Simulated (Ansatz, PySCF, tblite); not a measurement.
Potential energy curve for MgH, doublet.

UHF/6-31G* = unrestricted Hartree-Fock/6-31G*, spherical d (PySCF); UHF/LANL2DZ = unrestricted Hartree-Fock/LANL2DZ, with its core potentials past Ne in PySCF; GFN2-xTB, 300 K electronic temperature (tblite); FCI = full CI/def2-TZVP, frozen core (Ansatz, a quantum-chemistry and plane-wave program).

Energies are in eV, each relative to the lowest point of its own curve near equilibrium.

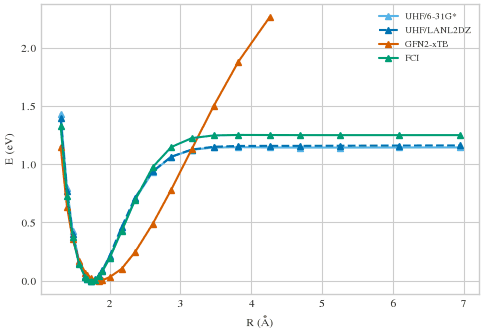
Energy against bond length for each method.

```tsv
R / Å	UHF/6-31G*	UHF/LANL2DZ	GFN2-xTB	FCI
1.31	1.431	1.392	1.151	1.328
1.40	0.797	0.767	0.633	0.725
1.48	0.425	0.402	0.357	0.377
1.57	0.167	0.152	0.171	0.141
1.66	0.036	0.030	0.067	0.027
1.68	0.021	0.016	0.052	0.015
1.74	0.000	0.000	0.019	0.000
1.79	0.006	0.010	0.005	0.010
1.85	0.037	0.046	0.000	0.042
1.90	0.079	0.091	0.004	0.083
2.00	0.194	0.211	0.029	0.193
2.17	0.437	0.458	0.101	0.424
2.36	0.698	0.712	0.245	0.691
2.61	0.934	0.938	0.488	0.975
2.87	1.063	1.063	0.780	1.146
3.16	1.123	1.126	1.129	1.224
3.47	1.143	1.150	1.499	1.247
3.82	1.146	1.156	1.881	1.251
4.26	1.144	1.157	2.262	1.250
4.69	1.142	1.157	—	1.249
5.25	1.142	1.158	—	1.249
6.08	1.143	1.160	—	1.249
6.94	1.144	1.161	—	1.249
```

At the longest distance, 6.94 Å, FCI lies highest above its minimum (1.249 eV) and UHF/6-31G* lowest (1.144 eV).

A dash means that the run gave no value there, or that the column was ended at a point which the program doubted or which failed a test of continuity chosen for this set; such a test can also cut sound points.

The unrestricted determinant behind UHF/6-31G*, UHF/LANL2DZ is spin-contaminated at 2.36 to 3.16 Å (<S²> up to 0.9, against 0.75 for a pure doublet).
